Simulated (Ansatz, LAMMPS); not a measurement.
## Convergence of a linear-scaling basis for aqueous Rb+ and F-, 4.2 mol of salt per kg of water at 300 K (208 atoms)

Wanted: errors and times of a linear-scaling basis for aqueous Rb+ and F-, 4.2 mol of salt per kg of water at 300 K (208 atoms). A setting counts as converged where the r.m.s. difference of forces stays under 1 % of the r.m.s. force.

Method: Kohn-Sham DFT, PBE+D3(BJ), PAW (set soft_2), plane waves, in Ansatz 0.2.0.

**1. Starting point**

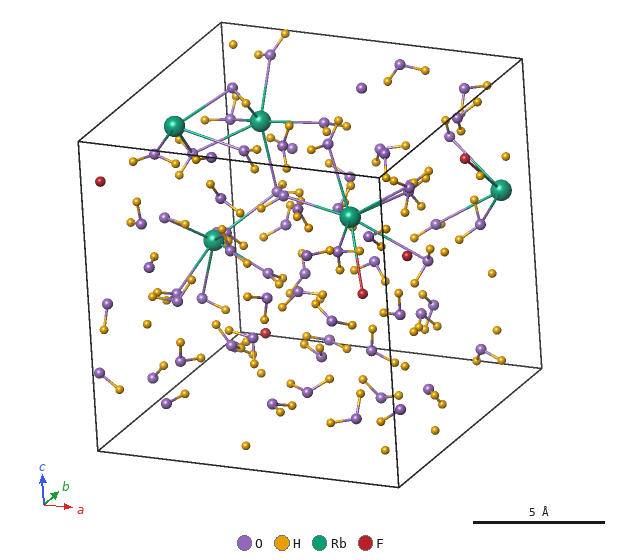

Start, viewed slightly off an axis; oxygen purple, hydrogen orange, rubidium teal, fluorine red. Bonds to atoms that aren't drawn are left out. Some periodic images of atoms are drawn too.

The cell holds 208 atoms: 66 O, 132 H, 5 Rb and 5 F. Its edges and angles: a = 12.800 Å, b = 12.800 Å, c = 12.800 Å, α = 90.0°, β = 90.0°, γ = 90.0°. 66 H2O, 5 Rb+, 5 F- placed at random, at 1.35 g/cm³; overlaps pushed apart, then 10 ps at 420 K with Joung-Cheatham ions (J. Phys. Chem. B 112, 9020 (2008)); SPC/E water (Berendsen, Grigera and Straatsma, J. Phys. Chem. 91, 6269 (1987)). Snapshot after 20 ps at 300 K and fixed volume.

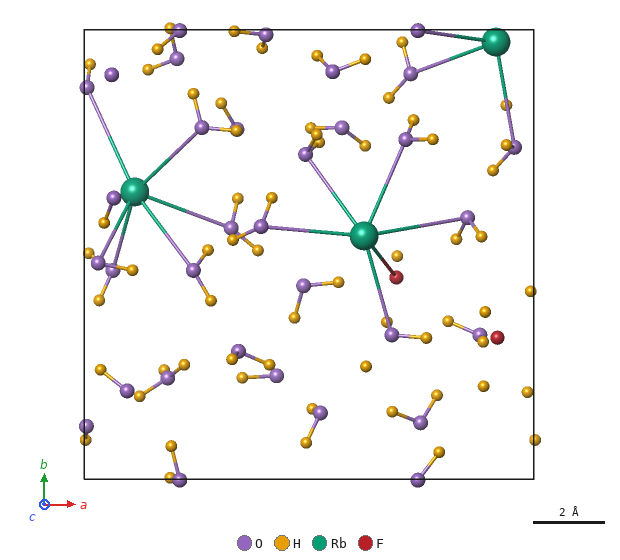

A slice 6 Å thick through the middle of the cell. Bonds to atoms that aren't drawn are left out.

Before any run, some limits are plain. The network of contacts between molecules at the start is that of the classical potential that made the cell, and needn't be the one that DFT or experiment would give. The density was typed from a rule of thumb and may lie off the real one at this temperature. Sampling is at Γ alone, for a cell whose shortest periodic width is 13 Å.

**2. The classical run that made the cell**

A classical potential makes the cell, at a small fraction of what the same run would cost in DFT.

This step: classical MD, Joung-Cheatham ions (J. Phys. Chem. B 112, 9020 (2008)); SPC/E water (Berendsen, Grigera and Straatsma, J. Phys. Chem. 91, 6269 (1987)) (LAMMPS 22 Jul 2025 - Update 4).

The input, in.lmp:

```
# aqueous Rb+ and F-, 4.2 mol of salt per kg of water
units real
atom_style full
boundary p p p
bond_style harmonic
angle_style harmonic
dihedral_style opls
improper_style harmonic
special_bonds lj 0 0 0.5 coul 0 0 0.75
read_data data.lmp
neigh_modify delay 0 every 1 check yes one 4000
comm_modify cutoff 12.0
timestep 0.5
thermo_style custom step time temp pe press density
thermo_modify norm yes
# push overlapping molecules apart
pair_style soft 2.6
pair_coeff * * 0.0
variable a equal ramp(1,60)
fix ad all adapt 1 pair soft a * * v_a
velocity all create 420 87748 mom yes dist gaussian
fix lim all nve/limit 0.03
fix lan all langevin 420 420 50 87749 zero yes
thermo 1000
run 3000 post no
unfix ad
pair_style lj/cut/coul/long 9.0
pair_modify mix arithmetic tail yes
pair_coeff 1 1 0.1553 3.1660   # O
pair_coeff 2 2 0.0000 1.0000   # H
pair_coeff 3 3 0.4451 3.0950   # Rb
pair_coeff 4 4 0.0074 4.0215   # F
kspace_style pppm 1.0e-4
thermo 100
# [... 17 lines left out ...]
compute msd all msd com yes
thermo 5000
fix md all nvt temp 300 300 100
run 20000 post no
print "== T300: mean square displacement over the hold $(c_msd[4]:%.2f) A^2"
unfix md
uncompute msd
write_dump all custom T300.dump id type xs ys zs modify sort id
```

Started as:

```console
lmp -in in.lmp -log none -nocite
```

Numbers of over 12 decimals in the logs are rounded to 6 here.

Output:

```text
LAMMPS (22 Jul 2025 - Update 4)
Reading data file ...
  orthogonal box = (0 0 0) to (12.80011 12.80011 12.80011)
  208 atoms
  orthogonal box = (0 0 0) to (12.80011 12.80011 12.80011)
  132 bonds
  66 angles
   Step          Time           Temp          PotEng         Press         Density
         0   0              420            0.21381835     9650.432       1.3550004
      1000   500            400.78044      0.90142479     34022.07       1.3550004
      2000   1000           405.16344      0.899336       52327.74       1.3550004
      3000   1500           381.54187      0.81270155     51296.277      1.3550004
Loop time of 0.204104 s on 1 MPI rank(s) for 3000 steps with 208 atoms
PPPM initialization ...
  G vector (1/distance) = 0.30100118
  grid = 8 8 8
  estimated relative force accuracy = 7.5257098e-05
   Step          Time           Temp          PotEng         Press         Density
      3000   1500           381.54187     -0.3628534      59669.419      1.3550004
      3100   1550           381.54187     -8.6088882     -3811.4086      1.3550004
      3200   1600           381.54187     -8.9660151     -4123.5781      1.3550004
      3295   1647.5         381.54187     -9.0484824     -3536.3782      1.3550004
Loop time of 0.540085 s on 1 MPI rank(s) for 295 steps with 208 atoms
Minimization stats:
  Stopping criterion = energy tolerance
  Energy initial, next-to-last, final =
    -0.362853398775663  -9.04840757686484  -9.04848243402445
  Force two-norm initial, final = 896.05568 5.3242166
  Iterations, force evaluations = 295 576
   Step          Time           Temp          PotEng         Press         Density
         0   0              420           -9.0484824     -3019.1472      1.3550004
      1000   500            334.89126     -7.7010382      4895.3733      1.3550004
      2000   1000           409.93368     -7.6818707     -3052.8016      1.3550004
Loop time of 1.29726 s on 1 MPI rank(s) for 2000 steps with 208 atoms
   Step          Time           Temp          PotEng         Press         Density
      2000   1000           601.81753     -8.2617619      4745.3752      1.3550004
[... 5 lines left out ...]
Loop time of 7.09953 s on 1 MPI rank(s) for 10000 steps with 208 atoms
   Step          Time           Temp          PotEng         Press         Density
[... 4 lines left out ...]
Loop time of 3.51606 s on 1 MPI rank(s) for 5000 steps with 208 atoms
   Step          Time           Temp          PotEng         Press         Density
[... 2 lines left out ...]
     25000   24000          383.30055     -8.4216126     -730.18001      1.3550004
     30000   29000          301.14159     -8.2480749     -1698.2795      1.3550004
     35000   34000          276.83171     -8.2432792     -2725.7746      1.3550004
     37000   36000          297.73409     -8.2597715     -134.53596      1.3550004
Loop time of 13.8078 s on 1 MPI rank(s) for 20000 steps with 208 atoms
== T300: mean square displacement over the hold 12.67 A^2
```

Elapsed: 27 s, on 1 thread of Arm Neoverse V2, shared host; peak memory 0.082 GiB.

The input also reads data.lmp (atoms, bonds and types; not printed here).

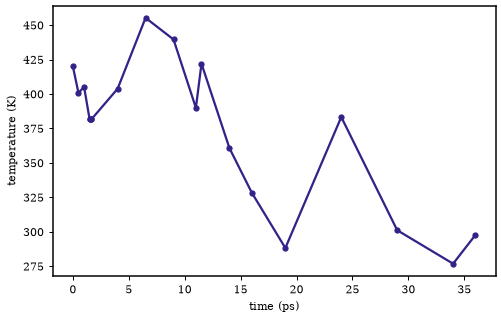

Temperature, plotted against time.

**3. Plane-wave single point**

The first run fixes the reference, at a cutoff of 420 eV.

The input, input.yaml:

```yaml
crystal:
  lattice:
    - [12.80011, 0.0, 0.0]
    - [0.0, 12.80011, 0.0]
    - [0.0, 0.0, 12.80011]
  atoms:
    - { symbol: O, position: [0.54212, 0.34117, 0.12209] }
    - { symbol: H, position: [0.59611, 0.38746, 0.15442] }
    - { symbol: H, position: [0.47166, 0.37405, 0.12977] }
    - { symbol: O, position: [0.60944, 0.22104, 0.76814] }
    - { symbol: H, position: [0.62659, 0.25066, 0.69791] }
    - { symbol: H, position: [0.64148, 0.15012, 0.77501] }
    - { symbol: O, position: [0.57299, 0.7816, 0.37918] }
    - { symbol: H, position: [0.62486, 0.74162, 0.33658] }
    - { symbol: H, position: [0.50372, 0.78109, 0.34306] }
    - { symbol: O, position: [0.85244, 0.58169, 0.49108] }
    - { symbol: H, position: [0.82759, 0.53385, 0.43454] }
    - { symbol: H, position: [0.88336, 0.53955, 0.54914] }
    - { symbol: O, position: [0.39961, 0.08513, 0.96284] }
    - { symbol: H, position: [0.43606, 0.12113, 0.02182] }
    - { symbol: H, position: [0.38524, 0.01091, 0.98254] }
    - { symbol: O, position: [0.845, 0.54713, 0.08887] }
    - { symbol: H, position: [0.89423, 0.48719, 0.09823] }
    - { symbol: H, position: [0.86665, 0.58913, 0.02665] }
    - { symbol: O, position: [0.07992, 0.79601, 0.04034] }
    - { symbol: H, position: [0.13813, 0.75996, 0.07796] }
    - { symbol: H, position: [0.10892, 0.85447, 0.9974] }
    - { symbol: O, position: [0.06075, 0.89958, 0.7329] }
    - { symbol: H, position: [0.05561, 0.95845, 0.784] }
    - { symbol: H, position: [0.99904, 0.8524, 0.74124] }
    - { symbol: O, position: [0.40401, 0.98853, 0.55239] }
    - { symbol: H, position: [0.39579, 0.95892, 0.48057] }
    - { symbol: H, position: [0.3337, 0.99626, 0.58557] }
    - { symbol: O, position: [0.52514, 0.14717, 0.49933] }
    - { symbol: H, position: [0.49338, 0.08085, 0.52573] }
    - { symbol: H, position: [0.50718, 0.1564, 0.42386] }
    - { symbol: O, position: [0.06558, 0.62532, 0.72824] }
    - { symbol: H, position: [0.0028, 0.66592, 0.75091] }
    [... 170 atom lines left out ...]
    - { symbol: Rb, position: [0.22399, 0.77463, 0.79356] }
    - { symbol: F, position: [0.23889, 0.69033, 0.14369] }
    - { symbol: F, position: [0.90013, 0.77611, 0.75192] }
    - { symbol: F, position: [0.03282, 0.06531, 0.84929] }
    - { symbol: F, position: [0.91883, 0.31466, 0.61721] }
    - { symbol: F, position: [0.69412, 0.44863, 0.41715] }
kpoints:
  mp_grid: { grid: [1, 1, 1] }
hamiltonian:
  xc: pbe
  dispersion: d3bj
scf:
  occupations: { method: gaussian, width: 0.05 }
output:
  forces: true
  stress: true
  populations: intrinsic
  dos:
    method: { smearing: { sigma: 0.1 } }
    de: 0.1
    projected: { site_lists: { F: [F], H: [H], O: [O], Rb: [Rb] } }
  eigenvalues: true
  write_density: true
  write_potential: true
  volumetric_format: npy
```

Started as:

```console
ansatz run input.yaml --threads 8 --pin off --max-ram 15872MiB --backend cpu --events-out ev --progress --plain --runs-dir out
```

Output:

```text
Engine: ansatz 0.2.0, aarch64-unknown-linux-gnu
Pseudopotentials: kind: paw
Pseudopotential: O, paw, valence charge 6, recommended cutoff 420 eV (normal), O.paw.azcp
Pseudopotential: H, paw, valence charge 1, recommended cutoff 420 eV (normal), H.paw.azcp
Pseudopotential: Rb, paw, valence charge 9, recommended cutoff 420 eV (normal), Rb.paw.azcp
Pseudopotential: F, paw, valence charge 7, recommended cutoff 420 eV (normal), F.paw.azcp
[... 5 lines on functional and potentials left out ...]
Crystal: 208 atoms, lattice volume = 2097.206 Å³
Basis set: ecut = 420 eV, 40843 PW (Γ), exchange–correlation on 180×180×180 points (8 copies of the dense FFT grid, shifted against one another)
Bands: 512, of which v1, the nominal top of the filled ones, is band 304 counted from 1 (303 counted from 0)
Symmetry: 1 space group operations
Space group: P1 (ITA 1), of the structure as read, at distance tolerance 1.3e-4 Å
k-points: 1
[... 9 lines on functional and potentials left out ...]
Initial density: superposition of atomic densities (neutral atoms: chi_scale 0, normalization atom), corrected by the library's trained network
Initial wavefunctions: pseudopotential atomic-orbital guess
Functional: x = pbe(κ = 0.804, μ = 0.219515), c = pbe(β = 0.066725)
SCF iter   1: F=—  HF=-59970.822813 eV  |F-HF|=—  |Δ(HF+E_count)|=         —  Δρ=3.16e-3  dr2=2.93e-1  ethr=1.77e-3  ⟨swp⟩=5.0  Hψ=2121  notcnv=0  defer=178
preconditioner: auto → Resta (q_TF=auto, 2.220 Å⁻¹)  ε∞=2.3  [insulator: Δε(μ)=3.789 eV  Ē_g=17.593 eV  σ=0.050 eV  W_gap=1.00  n_scr=388 (ndim 8)  ℏωp=19.8 eV  f_vac=0.234  D(μ)=0.00/eV (n_scr^D=0)  ε∞_Penn≈2.3]
SCF iter   2: F=—  HF=-59970.690014 eV  |F-HF|=—  |Δ(HF+E_count)|=   1.33e-1  Δρ=1.77e-3  dr2=6.55e-2  ethr=4.81e-5  ⟨swp⟩=2.0  Hψ=715  notcnv=0  defer=201
SCF iter   3: F=—  HF=-59970.653365 eV  |F-HF|=—  |Δ(HF+E_count)|=   3.66e-2  Δρ=7.10e-4  dr2=1.88e-2  ethr=1.08e-5  ⟨swp⟩=2.0  Hψ=616  notcnv=0  defer=201
SCF iter   4: F=—  HF=-59970.645854 eV  |F-HF|=—  |Δ(HF+E_count)|=   7.51e-3  Δρ=2.77e-4  dr2=1.68e-3  ethr=3.09e-6  ⟨swp⟩=2.0  Hψ=617  notcnv=0  defer=201
SCF iter   5: F=—  HF=-59970.645771 eV  |F-HF|=—  |Δ(HF+E_count)|=   8.24e-5  Δρ=1.64e-4  dr2=4.40e-4  ethr=2.77e-7  ⟨swp⟩=2.0  Hψ=610  notcnv=0  defer=201
SCF iter   6: F=—  HF=-59970.645674 eV  |F-HF|=—  |Δ(HF+E_count)|=   9.71e-5  Δρ=4.17e-5  dr2=2.96e-5  ethr=7.23e-8  ⟨swp⟩=2.0  Hψ=610  notcnv=0  defer=201
SCF iter   7: F=—  HF=-59970.646369 eV  |F-HF|=—  |Δ(HF+E_count)|=   6.95e-4  Δρ=1.95e-5  dr2=5.75e-6  ethr=4.87e-9  ⟨swp⟩=2.0  Hψ=814  notcnv=0  defer=201
SCF iter   8: F=—  HF=-59970.646368 eV  |F-HF|=—  |Δ(HF+E_count)|=   3.33e-7  Δρ=6.21e-6  dr2=6.46e-7  ethr=9.45e-10  ⟨swp⟩=2.0  Hψ=610  notcnv=0  defer=201
SCF iter   9: F=-59970.646368 eV  HF=-59970.646368 eV  |F-HF|=4.40e-8  |Δ(HF+E_count)|=   2.69e-8  Δρ=2.24e-6  dr2=8.75e-8  ethr=1.64e-11  ⟨swp⟩=20.0  Hψ=4780  notcnv=0
SCF 1 converged in 9 iterations: F = -59970.646368 eV  dr2 = 8.75e-8
  greatest PAW one-centre occupation: 0.973 electrons in one spin orbital (limit 2), on the Rb atom at site 202 (counted from 0), in its partial waves of l = 0
WARN: The input density's exchange-correlation potential varies sharply where the density is thin. Do not read a vacuum level from v_tot or v_xc, or from such a field of the output density. On a cell that repeats whose density bears no net charge and no dipole along the vacuum's axis use v_es (v_loc + v_h of the components); [...]
SCF converged after 9 iterations
Free energy (F): -59970.646368 eV
Harris-Foulkes:  -59970.646368 eV  (|F-HF|=4.40e-8)
Internal energy: -59970.646368 eV  (E = F + TS)
E sigma→0 (E₀):  -59970.646368 eV
Fermi energy:    0.689663 eV
--- Per-component energies (eV) ---
  E_band       = -5536.981730
  E_kinetic    = 15339.278579
  E_local      = -49341.158829  (includes V_loc(G=0)·N_el)
  E_nonlocal   = 4628.437254
  E_hartree    = 17850.116579
  E_xc         = -7053.663151
  E_vxc        = -8866.592671  (∫ρ·V_xc dr)
  E_paw        = -24628.762773  (= ΣΔE_a)
  E_vpaw       = -2997.219202  (= ΣTr[D̂ρ^β])
  E_aug_tail   = 0.022565  (compensation charges beyond the density's cutoff)
  E_ewald      = -16756.096711
  E_disp       = -8.819882  (pairwise vdW)
  E_smearing   = -0.000000  (= −TS)
  E_closure    = -0.000000  (closes the sum)
  Σ components = -59970.646368   (vs F -59970.646368, Δ=0.00e0)
--- Forces (eV/Å), atoms counted from 1 ---
  atom   1  O     -0.47607158     1.13495834    -0.27805735
  atom   2  H     -0.51127470     0.14926821    -0.10927864
  atom   3  H      1.24196058    -0.39596745     0.20718240
  atom   4  O     -0.02446817    -0.68335169     0.00052715
  atom   5  H      0.14790399    -0.46551087     0.42609120
  atom   6  H     -0.50144173     1.16712886    -0.39005761
  atom   7  O     -0.56713115    -0.29974729    -0.58754193
  atom   8  H     -0.52007896     0.42807747    -0.17518092
  atom   9  H      0.72849439    -0.09632272     0.10564877
  atom  10  O     -0.15976053    -0.97146129    -0.19993970
  atom  11  H      0.13530523     0.38482016     1.19441442
  atom  12  H     -0.47743932     0.37085717    -1.14877396
  atom  13  O     -0.17191249    -0.44687505     0.53147153
  atom  14  H     -0.36756545    -0.90035829    -0.39278453
[...]
atom 207  F     -0.34700236    -0.31802384     0.14724270
  atom 208  F      0.10923842    -0.36922396    -0.17705232
  max |Σ_I F_I| component: 5.36e-5 eV/Å
--- Stress (GPa, compression-positive) ---
       -1.995993       0.194569      -0.032519
        0.194569      -2.238644       0.331193
       -0.032520       0.331193      -1.441241
  P = ⅓ Tr σ = -1.8920 GPa (-18.920 kbar)
--- Band table (eV) ---
  k-point 0: bands = ["-25.3709", "-25.0085", "-24.8438", "-24.7977", [... 496 levels ...], "11.5596", "11.5686", "11.5991", "11.6202", "11.6492", "11.6821", "11.7065", "11.7255", "11.7782", "11.7885", "11.8214", "11.8530"]
--- intrinsic populations: 208 sites ---
  site symbol       q [e]
     0      O      6.7299
     1      H      0.6019
     2      H      0.5947
[...]
207      F      7.6664
  spilling = 0.000000 (of n_electrons = 608.000000)
```

Run time: 26 s. Hardware: 8 threads of Arm Neoverse V2, shared host; peak memory 3.1 GiB; 3.3 min of CPU time.

In the SCF lines HF is the Harris–Foulkes energy and dr2 the Hartree energy of the density residual, in eV; the loop may stop once dr2 is under the threshold and the program's other checks hold. Hψ counts applications of the Hamiltonian.

The program notes that the exchange-correlation potential is rough where the density is thin.

The run gave:

| Property | Result |
| --- | --- |
| free energy | -59970.6464 eV |
| free energy per atom | -288.3204 eV/atom |
| SCF cycles | 9 |
| pressure | -1.892 GPa |
| r.m.s. force component | 0.5351 eV/Å |
| longest force | 1.533 eV/Å |
| Fermi energy | 0.6897 eV |
| gap (highest filled to lowest empty level) | 3.645 eV |

Length of the force by element:

```csv
element,coordination,atoms,mean length of the force (eV/Å),spread,least,most
F,all,5,0.602,0.134,0.424,0.763
H,all,132,0.971,0.304,0.260,1.53
O,all,66,0.712,0.277,0.151,1.46
Rb,all,5,0.550,0.212,0.238,0.777
```

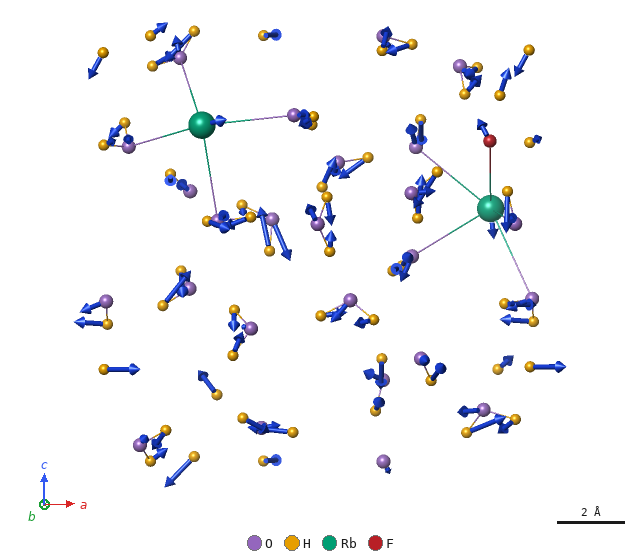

Forces as arrows; the longest in the cell is 1.53 eV/Å. Drawn is a slice 4 Å thick, seen along the normal of the ac plane. Bonds to atoms that aren't drawn are left out.

Intrinsic-atomic-orbital charges by element:

```csv
element,coordination,atoms,mean charge (e),spread,least,most
F,all,5,-0.599,0.0357,-0.666,-0.570
H,all,132,0.377,0.0123,0.348,0.409
O,all,66,-0.773,0.0303,-0.854,-0.700
Rb,all,5,0.858,0.0025,0.854,0.861
```

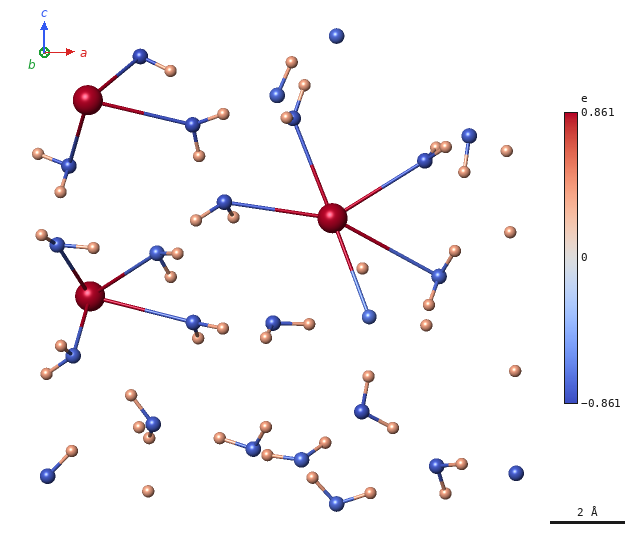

Atoms coloured by intrinsic-atomic-orbital charge. Drawn is a slice 4 Å thick, seen along the normal of the ac plane. Bonds to atoms that aren't drawn are left out.

States in the cell by windows of 1 eV, zero at the Fermi level; the larger projections on atomic orbitals stand beside the total:

```csv
from (eV),to (eV),total,O p,H s,F p,Rb p
-10,-9,81.0,41.1,18.0,1.0,19.7
-9,-8,58.2,38.9,16.4,0.8,1.2
-8,-7,9.6,6.8,2.2,0.1,0.1
-7,-6,24.0,16.4,2.5,2.3,0.1
-6,-5,57.9,40.6,4.3,6.9,0.1
-5,-4,65.6,48.6,1.9,10.6,0.2
-4,-3,88.3,79.6,0.6,5.7,0.3
-3,-2,49.5,47.9,0.2,0.6,0.1
-2,-1,6.0,5.8,0.0,0.0,0.0
-1,1,0.0,0.0,0.0,0.0,0.0
1,2,2.0,0.1,1.1,0.0,0.0
2,3,2.9,0.3,1.7,0.0,0.0
3,4,13.6,1.3,7.7,0.1,0.0
4,5,22.5,2.1,11.5,0.1,0.0
```

Between -26 and -10 eV lie 166 more states.

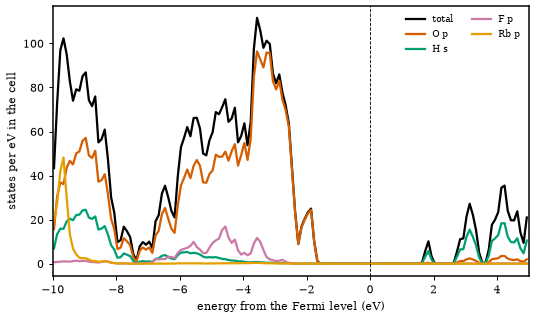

Total and projected density of states, with the broadening of the input.

The levels nearest the highest filled one (over half full), pooled over k-points and spins:

```csv
level less the highest filled one (eV),occupation
-0.539,2
-0.311,2
-0.265,2
-0.107,2
-0.0839,2
0,2
3.65,0
4.65,0
4.83,0
4.93,0
4.97,0
5.06,0
```

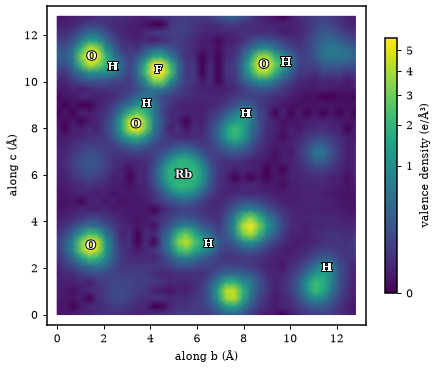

Valence density in the bc plane at fractional x = 0.231, with atoms of O and H and Rb and F within 0.2 Å of it. It is the smooth field of the valence electrons, not physical close to the nuclei. The map starts off the cell's origin, so that atoms lie inside it. The colour scale is stretched toward low values.

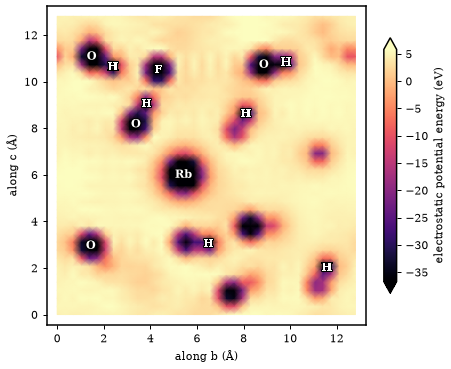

Electrostatic potential energy in the bc plane at fractional x = 0.231, with atoms of O and H and Rb and F within 0.2 Å of it. With pseudopotentials it is smooth inside the atoms' cores, unlike the true potential. The map starts off the cell's origin, so that atoms lie inside it.

Mean intrinsic-atomic-orbital charges: F -0.60, H +0.38, O -0.77, Rb +0.86 e. The largest share in the top eV of filled states is O p (98 % of the projected weight), and in the lowest eV of empty states H s (62 % of the projected weight).

(Part 1 of 2 ends here.)

[Logs are printed without paths, hosts, clocks, repeated set-up lines and the standing remarks that a program may print on its own settings, such as how far it seeks lower states.]

[Hosts, paths, dates, database ids (printed as entryN), source tags and the programs' standing remarks are cut or masked in the printed files.]
